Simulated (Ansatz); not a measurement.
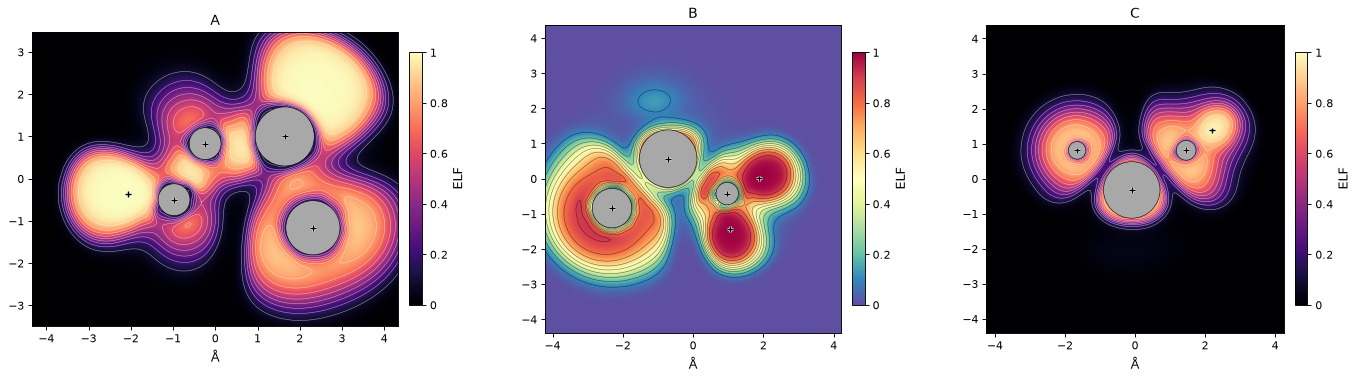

The electron localisation function of 3 systems, each on a plane through atoms (crosses mark nuclei in the plane; grey discs cover the cores).

Level of theory: Ansatz, RKS PBE0-D4/def2-TZVPP.

System 1: FH4NO2Zr (SMILES [NH2][Zr]([OH])([OH])[F]), the plane of atoms O3, Zr2 and F5. Geometry: PBE0-D4/def2-TZVP; core potentials replace the inner electrons of Zr.

```yaml
atoms:
  - { symbol: N, position_ang: [0.5195, 1.3454, -0.8619] }
  - { symbol: Zr, position_ang: [0.1987, -0.2954, 0.2968] }
  - { symbol: O, position_ang: [-0.2604, -1.7460, -0.8763] }
  - { symbol: O, position_ang: [-1.1160, 0.1832, 1.6135] }
  - { symbol: F, position_ang: [1.8240, -0.7661, 1.2177] }
  - { symbol: H, position_ang: [0.8235, 1.3349, -1.8254] }
  - { symbol: H, position_ang: [0.3846, 2.3040, -0.5725] }
  - { symbol: H, position_ang: [-0.5762, -2.5533, -1.2698] }
  - { symbol: H, position_ang: [-1.7976, 0.1934, 2.2780] }
```

System 2: C2H5BrSi, the plane of atoms C2, Si3 and Br4. Geometry: PBE0-D4/def2-TZVP.

| atom | x (Å) | y (Å) | z (Å) |
| --- | --- | --- | --- |
| C | 0.0851 | 0.9451 | -0.0042 |
| C | -0.3344 | -0.3977 | 0.5662 |
| Si | 0.0063 | -2.0616 | -0.2691 |
| Br | 1.0863 | -1.4287 | -2.1536 |
| H | -0.3605 | 1.1137 | -0.9863 |
| H | -0.2158 | 1.7694 | 0.6477 |
| H | 1.1676 | 0.9981 | -0.1345 |
| H | 0.0777 | -0.5485 | 1.5788 |
| H | -1.4240 | -0.4361 | 0.7379 |

System 3: ClH4N2NbS, the plane of atoms Nb2, N3 and H9. Geometry: PBE0-D4/def2-TZVP; core potentials replace the inner electrons of Nb.

```xyz
9

N    -1.2833    0.8538   -0.6538
Nb    0.4332   -0.0494   -0.4411
N     0.6092   -0.8261    1.3403
S     0.5209   -1.6400   -1.8642
Cl    2.1217    1.4995   -0.7386
H    -1.6289    1.5702   -0.0288
H    -1.9659    0.6514   -1.3697
H     0.4871   -0.3071    2.2000
H     0.7943   -1.7986    1.5389
```

Question: Match each panel to its system.

Answer: Panel A is system 2, C2H5BrSi: the plane holds C, Si, Br and H. C–C (1.52 Å): the ELF peaks at about 0.95 between the atoms; a shared electron pair. Panel B is system 3, ClH4N2NbS: the plane holds Nb, N, S and H. Nb–N (1.95 Å): the ELF peaks at about 0.85 in the valence shell of N, 0.6 Å from its nucleus, and is about 0.35 at the midpoint. Panel C is system 1, FH4NO2Zr: the plane holds Zr, O, F and H. Zr–O (1.92 Å): the ELF peaks at about 0.80 in the valence shell of O, 0.5 Å from its nucleus, and drops to about 0.20 between the two atoms.
